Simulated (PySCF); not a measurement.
AlCl₄ (SMILES [Cl][Al-]([Cl])([Cl])[Cl]) (charge −1)

```yaml
atoms:
  - { symbol: Cl, position_ang: [-1.6925, -0.4099, -1.2778] }
  - { symbol: Al, position_ang: [0.0188, -0.0221, -0.0188] }
  - { symbol: Cl, position_ang: [-0.0054, 2.0410, 0.6183] }
  - { symbol: Cl, position_ang: [1.8324, -0.3962, -1.1276] }
  - { symbol: Cl, position_ang: [-0.0613, -1.3176, 1.7094] }
```

Geometry: PBE0-D3(BJ)/def2-SVP.

Method: PySCF 2.14.0, wB97X-D/def2-SVPD, SCF density, gas phase.

Q: What will maps of the electron density and electron localisation function show?

A: Al–Cl (2.16 Å): ρ at the midpoint is about 0.63 e/Å³; the ELF peaks at about 0.90 in the valence shell of Cl, 0.9 Å from its nucleus, and is about 0.85 at the midpoint.

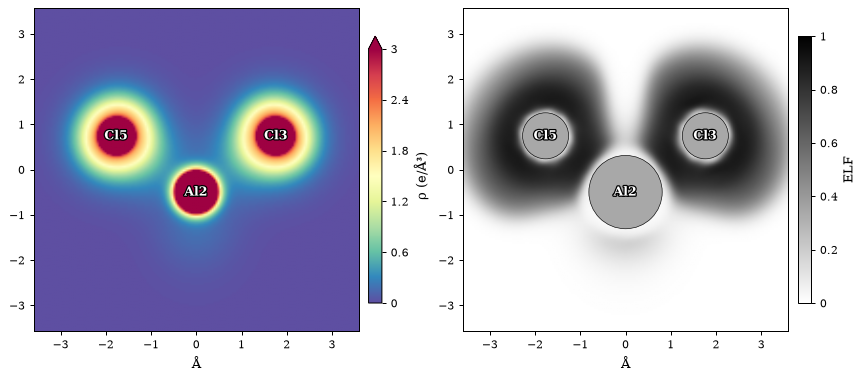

Computed electron density and electron localisation function on the plane of atoms Cl3, Al2 and Cl5, in this order. Grey discs cover the atomic cores in the ELF map. 
